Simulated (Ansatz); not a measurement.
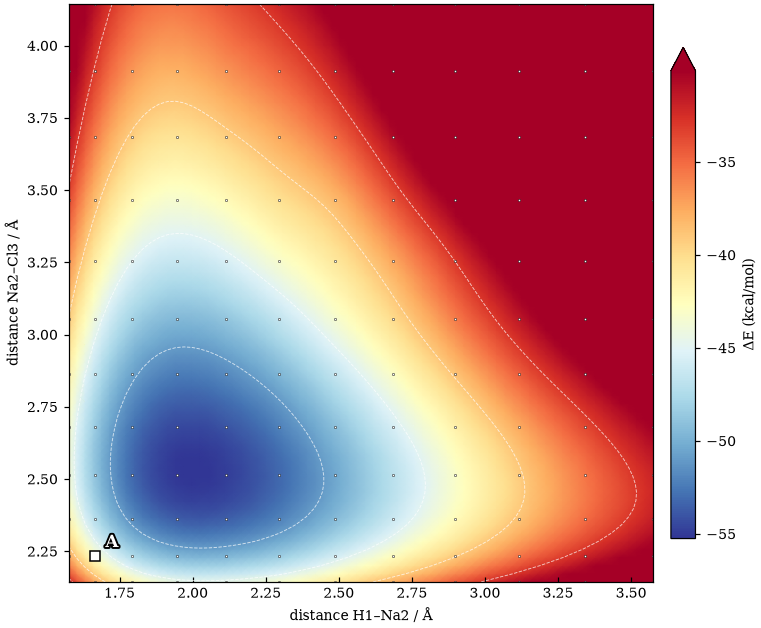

The system H⁻ + NaCl. 
- Coordinates scanned: (1) distance H1–Na2; (2) distance Na2–Cl3.
- Nothing is relaxed (the angle H1–Na2–Cl3 is fixed at 140 degrees).
- The scan uses a 12 × 12 grid.
- Points are written as (first, second).
- All energies are given in kcal/mol relative to H with charge -1 far from the relaxed NaCl (each part in its own basis).
- The reference is spin-restricted, so regions where a bond is pulled apart into radicals lie too high.
- Method: RKS CAM-B3LYP-D4/aug-cc-pVTZ in Ansatz.

The picture shows a smooth colour map with a few white contour lines, dots at the grid points, one colour for all values above the top of the scale, the point A. Between grid points the surface is interpolated.

Question: Is A at rest? If not, where is it pushed?

Answer: A, at (1.665 Å, 2.233 Å), is not a stationary point. The computed force is 48 kcal/mol for each Å towards larger values of distance H1–Na2 and 47 kcal/mol for each Å towards larger values of distance Na2–Cl3.
